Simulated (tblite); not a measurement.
**Run report: C₅H₁₁Si₂, geometry relaxation (part 1 of 4)**

System: C₅H₁₁Si₂, multiplicity 2, SMILES C#C[C]([SiH3])CC[SiH3].
Method: GFN2-xTB geometry optimisation, gas phase (tblite 0.8.0).

It belongs to a series of runs on one base structure; here: H removed from sp3 C.

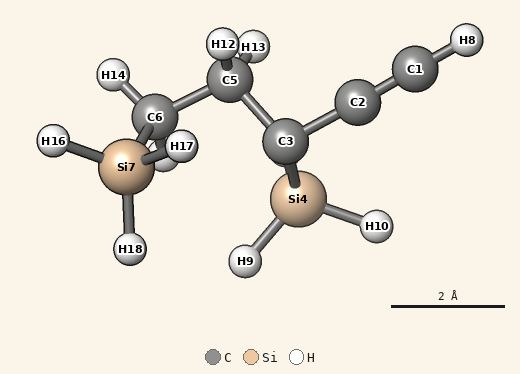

Figure 1. The input geometry (ball-and-stick view, seen at an oblique angle; atoms are numbered from 1 in the order of the input). Bond lengths as drawn: C–C 1.21 to 1.53 Å, C–H 1.07 to 1.10 Å, C–Si 1.87 to 1.90 Å and H–Si 1.46 to 1.49 Å.

Summary

| quantity | value |
| --- | --- |
| outcome | converged |
| total energy | −534.5339 eV |
| hardware | 1 CPU thread, shared host |
| wall time | 1.2 s |
| peak memory | 0.18 GiB |

Input
```
{"job": {"kind": "relax", "xc": "GFN2-xTB", "basis": "xTB"}, "charge": 0, "multiplicity": 2}
C     -1.621300     1.827400     2.334700
C     -1.099200     1.320700     1.373600
C     -0.408100     0.695700     0.222100
Si    -1.749900     0.079900    -0.971600
C      0.245400    -0.569000     0.777300
C      0.957800    -1.256200    -0.373700
Si     2.226100    -0.043500    -1.017000
H     -2.101600     2.276700     3.177900
H     -1.241800    -0.052800    -2.333500
H     -2.823700     1.085100    -0.898300
H     -2.231300    -1.261000    -0.536100
H      1.006900    -0.246500     1.497400
H     -0.521800    -1.176700     1.275300
H      1.436000    -2.176400    -0.026000
H      0.201200    -1.515100    -1.123800
H      3.594900    -0.584800    -0.952800
H      2.236000     1.125700    -0.092800
H      1.885800     0.476900    -2.344200
```

The first line tells a small driver script what to run in tblite; the rest is the geometry in Å.

Launch command:
```bash
OMP_NUM_THREADS=1 python <driver script> task.json out
```

Log
```
step      E/eV     max force
  0    -533.39110    3.985
  1    -533.60103    3.740
  2    -533.77884    2.033
  3    -533.88080    0.891
  4    -533.94211    0.793
  5    -533.97810    0.733
  6    -534.03508    0.704
  7    -534.07111    0.550
  8    -534.12612    0.637
  9    -534.17211    0.687
 10    -534.21354    0.462
 11    -534.24521    0.426
 12    -534.27610    0.489
 13    -534.31153    0.565
 14    -534.33808    0.339
 15    -534.35280    0.303
 16    -534.36662    0.339
 17    -534.38201    0.461
 18    -534.39406    0.370
 19    -534.40208    0.186
 20    -534.40705    0.248
 21    -534.41228    0.275
 22    -534.41757    0.179
 23    -534.42147    0.147
 24    -534.42371    0.112
 25    -534.42581    0.129
 26    -534.42742    0.123
 27    -534.42847    0.091
 28    -534.42920    0.072
 29    -534.42990    0.072
 30    -534.43068    0.082
 31    -534.43153    0.084
 32    -534.43241    0.056
 33    -534.43338    0.080
 34    -534.43448    0.096
 35    -534.43567    0.094
 36    -534.43705    0.082
 37    -534.43871    0.093
 38    -534.44049    0.120
 39    -534.44219    0.103
 40    -534.44368    0.092
 41    -534.44501    0.080
 42    -534.44650    0.120
 43    -534.44832    0.123
 44    -534.45022    0.103
 45    -534.45205    0.109
 46    -534.45388    0.105
 47    -534.45566    0.114
 48    -534.45709    0.092
 49    -534.45800    0.079
 50    -534.45863    0.071
 51    -534.45925    0.064
 52    -534.46007    0.066
 53    -534.46090    0.064
 54    -534.46148    0.062
 55    -534.46192    0.050
 56    -534.46226    0.057
 57    -534.46268    0.052
 58    -534.46325    0.055
 59    -534.46389    0.060
 60    -534.46439    0.057
 61    -534.46476    0.062
 62    -534.46515    0.050
 63    -534.46573    0.076
 64    -534.46644    0.076
 65    -534.46703    0.055
 66    -534.46742    0.040
 67    -534.46774    0.046
 68    -534.46816    0.057
 69    -534.46871    0.077
 70    -534.46924    0.068
 71    -534.46960    0.042
 72    -534.46984    0.034
 73    -534.47010    0.080
 74    -534.47054    0.122
 75    -534.47112    0.130
 76    -534.47173    0.091
 77    -534.47231    0.082
 78    -534.47292    0.075
 79    -534.47367    0.142
 80    -534.47463    0.141
 81    -534.47575    0.195
 82    -534.47666    0.078
 83    -534.47754    0.066
 84    -534.47832    0.148
 85    -534.47969    0.196
 86    -534.48123    0.369
 87    -534.48264    0.243
 88    -534.48410    0.066
 89    -534.48492    0.064
 90    -534.48560    0.074
 91    -534.48685    0.221
 92    -534.48975    0.159
 93    -534.49169    0.264
 94    -534.49309    0.075
 95    -534.49412    0.050
 96    -534.49455    0.045
 97    -534.49496    0.091
 98    -534.49544    0.079
 99    -534.49604    0.102
100    -534.49685    0.066
101    -534.49768    0.048
102    -534.49827    0.045
103    -534.49877    0.074
104    -534.49933    0.055
105    -534.50010    0.165
106    -534.50120    0.178
107    -534.50310    0.098
108    -534.50419    0.129
109    -534.50548    0.114
110    -534.50649    0.059
111    -534.50749    0.092
112    -534.50847    0.140
113    -534.50953    0.162
114    -534.51035    0.080
115    -534.51121    0.109
116    -534.51239    0.079
117    -534.51327    0.055
118    -534.51402    0.059
119    -534.51442    0.052
120    -534.51498    0.055
121    -534.51561    0.064
122    -534.51653    0.083
123    -534.51745    0.053
124    -534.51819    0.058
125    -534.51860    0.036
126    -534.51886    0.033
127    -534.51905    0.033
128    -534.51927    0.042
129    -534.51956    0.045
130    -534.51994    0.043
131    -534.52036    0.037
132    -534.52075    0.040
133    -534.52103    0.057
134    -534.52127    0.044
135    -534.52153    0.031
136    -534.52179    0.042
137    -534.52208    0.046
138    -534.52253    0.048
139    -534.52294    0.047
140    -534.52332    0.051
141    -534.52371    0.049
142    -534.52422    0.064
143    -534.52494    0.076
144    -534.52576    0.050
145    -534.52634    0.065
146    -534.52667    0.045
147    -534.52701    0.046
148    -534.52736    0.046
149    -534.52788    0.047
150    -534.52862    0.078
151    -534.52960    0.087
152    -534.53036    0.062
153    -534.53101    0.038
154    -534.53130    0.030
155    -534.53148    0.030
156    -534.53166    0.030
157    -534.53187    0.031
158    -534.53209    0.027
159    -534.53225    0.026
160    -534.53239    0.021
161    -534.53248    0.019
162    -534.53254    0.020
163    -534.53260    0.018
164    -534.53267    0.020
165    -534.53274    0.018
166    -534.53281    0.019
167    -534.53288    0.022
168    -534.53297    0.023
169    -534.53310    0.029
170    -534.53327    0.030
171    -534.53343    0.021
172    -534.53355    0.018
173    -534.53362    0.018
174    -534.53369    0.027
175    -534.53376    0.028
176    -534.53383    0.023
177    -534.53385    0.015
178    -534.53388    0.010
```

Trajectory as extended XYZ (Å, eV, eV/Å), 44 of the 179 frames kept, from step=0 to step=178
```
18
Properties=species:S:1:pos:R:3:forces:R:3 step=0 energy=-533.39110
C    -1.6213    1.8274    2.3347   -0.2670   0.4460   0.6100
C    -1.0992    1.3207    1.3736    1.4740  -0.4960  -2.1540
C    -0.4081    0.6957    0.2221   -2.6610  -0.7010   2.8820
Si   -1.7499    0.0799   -0.9716   -0.2570   0.6190  -0.2690
C     0.2454   -0.5690    0.7773    0.7470   0.9990  -0.3010
C     0.9578   -1.2562   -0.3737   -0.3830  -0.6830   0.2810
Si    2.2261   -0.0435   -1.0170    0.7030   0.9910  -0.1140
H    -2.1016    2.2767    3.1779    0.2930  -0.3300  -0.5550
H    -1.2418   -0.0528   -2.3335    0.0080   0.0450  -0.0980
H    -2.8237    1.0851   -0.8983    0.0580  -0.2300  -0.0920
H    -2.2313   -1.2610   -0.5361   -0.0250   0.3470  -0.1160
H     1.0069   -0.2465    1.4974   -0.2160  -0.3190   0.3240
H    -0.5218   -1.1767    1.2753    0.3340  -0.0230  -0.0350
H     1.4360   -2.1764   -0.0260   -0.1350  -0.0370  -0.0660
H     0.2012   -1.5151   -1.1238    0.3910  -0.1960   0.0850
H     3.5949   -0.5848   -0.9528   -0.1610  -0.0730  -0.1290
H     2.2360    1.1257   -0.0928    0.0570  -0.2200  -0.2590
H     1.8858    0.4769   -2.3442    0.0420  -0.1400   0.0060
18
Properties=species:S:1:pos:R:3:forces:R:3 step=4 energy=-533.94211
C    -1.6098    1.8388    2.3285    0.3150  -0.0410  -0.3920
C    -1.0704    1.3581    1.3567   -0.0070   0.0030  -0.0320
C    -0.5599    0.6031    0.3278   -0.1480  -0.1400   0.2300
Si   -1.7683    0.1087   -0.9902   -0.3460  -0.0770  -0.2820
C     0.2677   -0.5486    0.7816    0.2480  -0.1200   0.0780
C     0.9667   -1.2533   -0.3694    0.0820  -0.1080   0.0360
Si    2.2524   -0.0093   -1.0218    0.0400  -0.0180  -0.0710
H    -2.0819    2.2596    3.1414   -0.3060   0.4240   0.5960
H    -1.2380   -0.0449   -2.3414    0.0710   0.1240  -0.0720
H    -2.8367    1.0810   -0.9096   -0.2760   0.1410  -0.1480
H    -2.2355   -1.2271   -0.5514   -0.1590   0.1050  -0.1820
H     1.0055   -0.2618    1.5329   -0.0370   0.0420   0.1340
H    -0.4750   -1.1792    1.2692    0.1440  -0.5730   0.2340
H     1.4277   -2.1860   -0.0225   -0.0440   0.1900   0.0020
H     0.2241   -1.5342   -1.1233    0.2450   0.0040   0.0890
H     3.5906   -0.5929   -0.9654    0.0630  -0.0730  -0.1160
H     2.2427    1.1259   -0.1031    0.0750   0.1560  -0.0040
H     1.8893    0.4686   -2.3517    0.0410  -0.0390  -0.0980
18
Properties=species:S:1:pos:R:3:forces:R:3 step=8 energy=-534.12612
C    -1.5850    1.9006    2.3379   -0.0950   0.1740   0.1660
C    -1.0754    1.3755    1.3626   -0.3810  -0.2540   0.4170
C    -0.6735    0.4890    0.3948    0.1190   0.1230  -0.0980
Si   -1.8420    0.1276   -1.0403    0.2790   0.1160   0.3880
C     0.2804   -0.5902    0.8210   -0.4310  -0.0680   0.0800
C     1.0047   -1.2393   -0.3541   -0.0190   0.1460   0.1420
Si    2.2770    0.0064   -1.0352    0.0170   0.0230   0.0740
H    -2.0894    2.3192    3.1769    0.3950  -0.0180  -0.4990
H    -1.2167   -0.0015   -2.3683   -0.0740   0.1670   0.1310
H    -2.9185    1.1152   -0.9634    0.0460  -0.0500  -0.1640
H    -2.2976   -1.1986   -0.6159   -0.3070  -0.1940  -0.2310
H     0.9984   -0.2546    1.5855   -0.2060   0.0500  -0.2350
H    -0.3756   -1.3269    1.3166    0.2290  -0.1360  -0.0040
H     1.4381   -2.1696   -0.0072    0.3900  -0.1220   0.0970
H     0.2870   -1.5437   -1.1123   -0.0940   0.1160  -0.0630
H     3.6053   -0.6159   -1.0078   -0.0100   0.0420  -0.0860
H     2.2699    1.1614   -0.1203    0.0820  -0.0610  -0.1670
H     1.9043    0.4517   -2.3824    0.0600  -0.0520   0.0500
18
Properties=species:S:1:pos:R:3:forces:R:3 step=12 energy=-534.27610
C    -1.5679    1.9665    2.3493    0.1360  -0.2120  -0.2830
C    -1.1436    1.3055    1.4223    0.0190  -0.2740  -0.0360
C    -0.7254    0.4388    0.4420   -0.1840  -0.3030   0.1810
Si   -1.8650    0.1458   -1.0179   -0.1620  -0.2100  -0.0860
C     0.2385   -0.6385    0.8544    0.3000   0.0520  -0.1600
C     1.0266   -1.2267   -0.3185    0.0420  -0.0800  -0.1290
Si    2.2941    0.0121   -1.0348   -0.0520  -0.0830  -0.0100
H    -2.0455    2.4019    3.1618   -0.0860   0.3830   0.2910
H    -1.2177    0.0724   -2.3490   -0.0350   0.1230   0.2720
H    -2.9642    1.1281   -1.0392    0.2420  -0.1190   0.0180
H    -2.4100   -1.2066   -0.7214   -0.0440   0.1800  -0.1870
H     0.9466   -0.2346    1.5825   -0.0140   0.0380   0.1330
H    -0.2754   -1.4728    1.3601   -0.2190   0.2690  -0.0840
H     1.5175   -2.1507    0.0164   -0.0200   0.2280  -0.0490
H     0.3272   -1.5233   -1.1037    0.0220  -0.0590   0.0800
H     3.6158   -0.6238   -1.0588   -0.0080   0.0380  -0.0060
H     2.3108    1.1855   -0.1635    0.0690   0.0640   0.0040
H     1.9289    0.4268   -2.3936   -0.0040  -0.0370   0.0520
18
Properties=species:S:1:pos:R:3:forces:R:3 step=17 energy=-534.38201
C    -1.5595    1.9824    2.3432   -0.2400   0.1140   0.3570
C    -1.2087    1.1921    1.4882   -0.0570   0.0500   0.0190
C    -0.8313    0.3031    0.5196    0.0050   0.0740  -0.2080
Si   -1.9131    0.1139   -1.0015    0.1030   0.0320   0.0260
C     0.2544   -0.6676    0.8674   -0.2260   0.0020   0.0850
C     1.0530   -1.2128   -0.3144    0.0360   0.1640   0.0470
Si    2.3117    0.0221   -1.0402   -0.0180   0.0110  -0.0360
H    -1.9739    2.5450    3.1412    0.2610  -0.1140  -0.3630
H    -1.2004    0.1689   -2.2802    0.1730  -0.0250   0.0120
H    -2.9540    1.1291   -1.0858   -0.0480   0.1190   0.1720
H    -2.5377   -1.1992   -0.8682   -0.1240  -0.2270  -0.0730
H     0.9101   -0.2098    1.6159    0.0780  -0.0780  -0.0540
H    -0.2398   -1.5170    1.3658    0.0380  -0.0070   0.0130
H     1.5867   -2.0974    0.0272    0.0460  -0.1260   0.0120
H     0.3591   -1.5395   -1.0874   -0.0190  -0.0710  -0.0080
H     3.6265   -0.6222   -1.1002    0.0300   0.0110   0.0490
H     2.3672    1.2174   -0.2021    0.0300   0.0280   0.0360
H     1.9409    0.3978   -2.4002   -0.0680   0.0420  -0.0860
18
Properties=species:S:1:pos:R:3:forces:R:3 step=21 energy=-534.41228
C    -1.5810    1.9584    2.3550   -0.0130  -0.0380  -0.0070
C    -1.2348    1.1685    1.5018    0.0530  -0.0420  -0.2670
C    -0.8407    0.3033    0.5128   -0.0200  -0.0280   0.0810
Si   -1.9220    0.0941   -1.0017   -0.0740  -0.0360  -0.0430
C     0.2438   -0.6647    0.8710    0.0570   0.0060  -0.0860
C     1.0546   -1.2035   -0.3108   -0.0230  -0.1000   0.0040
Si    2.3117    0.0315   -1.0492   -0.0420   0.0090   0.0060
H    -1.9276    2.5891    3.1105   -0.0280   0.1570   0.1450
H    -1.1584    0.1816   -2.2552    0.0450  -0.0580   0.0650
H    -2.9422    1.1452   -1.0486    0.0360  -0.0490   0.1090
H    -2.5790   -1.2330   -0.9144    0.0840   0.1570  -0.0730
H     0.9178   -0.2175    1.6130   -0.0770  -0.0370  -0.0440
H    -0.2550   -1.5102    1.3658    0.0530  -0.0700   0.0340
H     1.5995   -2.0912    0.0257   -0.0270   0.0560   0.0430
H     0.3620   -1.5573   -1.0789    0.0480   0.0440   0.0270
H     3.6319   -0.6149   -1.0931   -0.0580   0.0440   0.0090
H     2.3845    1.2256   -0.2023   -0.0010  -0.0290  -0.0330
H     1.9262    0.4012   -2.4131   -0.0130   0.0160   0.0300
18
Properties=species:S:1:pos:R:3:forces:R:3 step=25 energy=-534.42581
C    -1.5911    1.9474    2.3596    0.0100   0.0370  -0.0130
C    -1.2495    1.1720    1.4874    0.0200   0.0240   0.0410
C    -0.8674    0.2763    0.5225    0.0280  -0.0180  -0.0170
Si   -1.9330    0.0889   -1.0063    0.0940   0.0720   0.0510
C     0.2370   -0.6739    0.8688   -0.0190  -0.0350   0.0570
C     1.0585   -1.2045   -0.3062   -0.0110   0.0220  -0.0260
Si    2.3048    0.0366   -1.0527   -0.0270  -0.0180   0.0150
H    -1.8975    2.6285    3.0999    0.0380  -0.0660  -0.0860
H    -1.1295    0.1823   -2.2306    0.0190  -0.0160  -0.0110
H    -2.9401    1.1474   -1.0168   -0.0140   0.0090   0.0380
H    -2.5946   -1.2213   -0.9615   -0.0200  -0.0600  -0.0480
H     0.9052   -0.2252    1.6094   -0.0030   0.0840   0.0300
H    -0.2326   -1.5321    1.3727   -0.0270  -0.0420  -0.0160
H     1.6081   -2.0828    0.0388    0.0160  -0.0030   0.0360
H     0.3750   -1.5611   -1.0748   -0.0360  -0.0400  -0.0700
H     3.6243   -0.6052   -1.0943   -0.0130   0.0090  -0.0110
H     2.3955    1.2292   -0.2114   -0.0300   0.0250   0.0060
H     1.9182    0.4039   -2.4161   -0.0250   0.0150   0.0230
18
Properties=species:S:1:pos:R:3:forces:R:3 step=29 energy=-534.42990
C    -1.5912    1.9465    2.3548    0.0470   0.0110  -0.0530
C    -1.2484    1.1702    1.4852    0.0420  -0.0340   0.0140
C    -0.8697    0.2663    0.5272    0.0010   0.0030   0.0010
Si   -1.9272    0.0911   -1.0028   -0.0380  -0.0450  -0.0390
C     0.2343   -0.6808    0.8742    0.0040   0.0040  -0.0160
C     1.0548   -1.2063   -0.3071   -0.0070  -0.0150   0.0320
Si    2.2975    0.0379   -1.0510   -0.0060   0.0250   0.0080
H    -1.8814    2.6381    3.0862   -0.0210   0.0300   0.0250
H    -1.1145    0.1805   -2.2219    0.0020   0.0170  -0.0090
H    -2.9377    1.1484   -0.9959    0.0190  -0.0050   0.0110
H    -2.6001   -1.2220   -0.9889    0.0380   0.0380  -0.0210
H     0.8984   -0.2158    1.6117   -0.0160  -0.0380  -0.0050
H    -0.2321   -1.5444    1.3725    0.0060   0.0040   0.0150
H     1.6124   -2.0773    0.0474   -0.0130  -0.0030  -0.0250
H     0.3753   -1.5693   -1.0811    0.0210  -0.0120   0.0560
H     3.6188   -0.5992   -1.0961   -0.0090   0.0020  -0.0100
H     2.3929    1.2342   -0.2137   -0.0400   0.0060   0.0080
H     1.9091    0.4083   -2.4124   -0.0300   0.0140   0.0090
```
